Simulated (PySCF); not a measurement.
Te(SeH)(SiMe3), C₃H₁₀SeSiTe, SMILES C[Si](C)(C)[Te][SeH] at its GFN2-xTB optimised geometry (Å):

```
16

Te    -1.5696     1.7152     0.0000
Se    -0.3210     2.3341    -2.0826
H      0.8465     2.9203    -1.4672
Si    -0.7363    -0.7057     0.0000
C     -1.3958    -1.5942    -1.5527
C     -1.4278    -1.4823     1.5906
C      1.1713    -0.7057     0.0000
H     -1.0011    -2.6027    -1.6319
H     -2.4805    -1.6595    -1.5408
H     -1.1088    -1.0545    -2.4514
H     -2.5093    -1.4066     1.6299
H     -1.0299    -0.9964     2.4749
H     -1.1667    -2.5332     1.6436
H      1.5696    -0.2347     0.8946
H      1.5515    -0.1588    -0.8588
H      1.5677    -1.7152    -0.0504
```

Calculation: PBE0/def2-TZVP, def2 effective core potentials past Kr (PySCF). The core electrons that the potentials of Te replace are not part of the density.

Map of the Laplacian of the electron density (e/bohr⁵), clipped to [-1.50, 1.50] on the plane z = 0.6 Å:

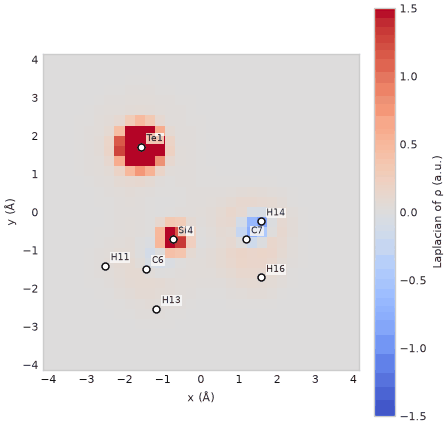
*Laplacian of the electron density (e/bohr⁵), clipped to [-1.50, 1.50] on the plane z = 0.6 Å.*
